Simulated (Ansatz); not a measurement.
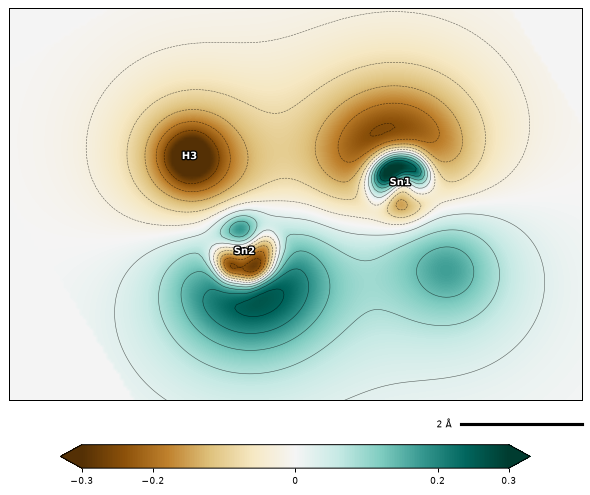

The picture shows: H2Sn2 (charge −1, doublet). The HOMO−1 (β) on the plane of atoms Sn1, Sn2 and H3 (values in Å⁻³ᐟ²; the overall sign is arbitrary).

Geometry: PBE-D4/def2-TZVPD; core potentials replace the inner electrons of Sn.

Level of theory: UKS PBE0-D4/def2-TZVPD (Ansatz).

What is the character of this orbital?

Answer. It lies mainly on Sn1 (about 40 %), Sn2 (about 40 %), H3 (about 10 %) and H4 (about 10 %). Its energy is −2.51 eV.
